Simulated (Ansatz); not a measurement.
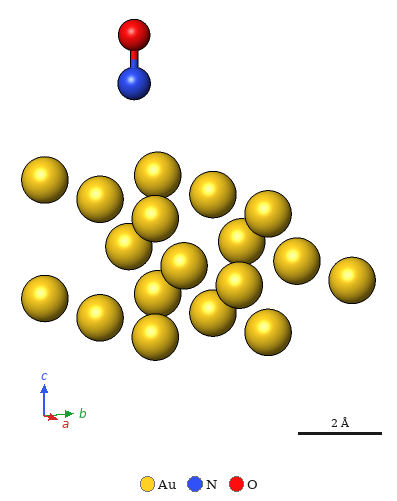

Starting frame of a dynamics run of NO on Au(110) (20 atoms in the cell). The picture is a ball-and-stick view of the simulation cell, with the vacuum cut short, seen slightly off an axis. Bonds to atoms that aren't drawn are left out.

Theory: DFT PBE, scalar-relativistic, plane waves, PAW (Ansatz 0.2.0).

The input:
```yaml
crystal:
  lattice:
    - [12.24, 0.0, 0.0]
    - [0.0, 5.769991, 0.0]
    - [0.0, 0.0, 15.884996]
  atoms:
    - { symbol: Au, position: [0.0, 0.0, 0.0629525] }
    - { symbol: Au, position: [0.3333333, 0.0, 0.0629525] }
    - { symbol: Au, position: [0.6666667, 0.0, 0.0629525] }
    - { symbol: Au, position: [0.0, 0.5, 0.0629525] }
    - { symbol: Au, position: [0.3333333, 0.5, 0.0629525] }
    - { symbol: Au, position: [0.6666667, 0.5, 0.0629525] }
    - { symbol: Au, position: [0.1666667, 0.25, 0.1537613] }
    - { symbol: Au, position: [0.5, 0.25, 0.1537613] }
    - { symbol: Au, position: [0.8333333, 0.25, 0.1537613] }
    - { symbol: Au, position: [0.1666667, 0.75, 0.1537613] }
    - { symbol: Au, position: [0.5, 0.75, 0.1537613] }
    - { symbol: Au, position: [0.8333333, 0.75, 0.1537613] }
    - { symbol: Au, position: [0.0, 0.0, 0.2445701] }
    - { symbol: Au, position: [0.3333333, 0.0, 0.2445701] }
    - { symbol: Au, position: [0.6666667, 0.0, 0.2445701] }
    - { symbol: Au, position: [0.0, 0.5, 0.2445701] }
    - { symbol: Au, position: [0.3333333, 0.5, 0.2445701] }
    - { symbol: Au, position: [0.6666667, 0.5, 0.2445701] }
    - { symbol: "N", position: [0.4974761, 0.0306218, 0.4360929] }
    - { symbol: O, position: [0.4974761, 0.0306218, 0.5103768] }
basis:
  ecutwfc: 420.0
kpoints:
  mp_grid: { grid: [1, 3, 1] }
hamiltonian:
  xc: pbe
scf:
  occupations: { method: fermi_dirac, width: 0.15 }
  lower_state_search: "off"
md:
  timestep: 1.5
  n_steps: 330
  ensemble: nve
  initial_velocities: zero
  seed: 351902
  initial_site_velocities:
    - { site: 18, velocity: [0.0, 0.0, -0.031059] }
    - { site: 19, velocity: [0.0, 0.0, -0.031059] }
  constraints: [{ sites: [0, 1, 2, 3, 4, 5] }]
```

Command:
```bash
ansatz run input.yaml --threads 4 --pin off --max-ram 10240MiB --backend cpu --events-out ev --progress --plain --runs-dir out
```

Question: Predict how the run goes.

Answer: The mean temperature in the second half is 656 K (standard deviation 63 K). The potential energy in the second half lies on average 15.5 meV per atom above the first frame. Root-mean-square distances from the starting positions over the second half, with the common drift of all atoms taken out: N 4.31 Å, O 4.22 Å, Au 0.14 Å. Against the typical shortest distance between atoms in the first frame, about 2.9 Å, the N and O atoms wander away from their sites and keep going, while the Au atoms only vibrate. 2 of the 14 free atoms end more than three quarters of that spacing from the start.

Along the run (each row but the first and the last is the mean over the interval that it begins):

```
time (fs)  potential energy (meV/atom)  T (K)
      0.0                          0.0    829
     61.5                         36.1    429
    123.0                         -0.6    834
    184.5                         17.2    638
    246.0                         23.4    570
    307.5                          9.3    725
    369.0                         14.8    665
    430.5                         14.6    666
    492.0                         18.5    624
```

The paths of the atoms:

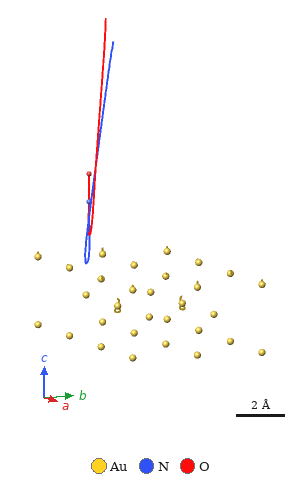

Limits of the set-up: the cell has an odd number of electrons but was run without spin polarisation; the k-point mesh is coarse for a cell with partly filled bands; the periodic images lie only 5.8 Å apart, so the values are limited by the cell's size.

Cost: 40 min on 4 threads of Intel(R) Xeon(R) Platinum 8488C (Sapphire Rapids), on a shared host, peak memory 2.4 GiB.
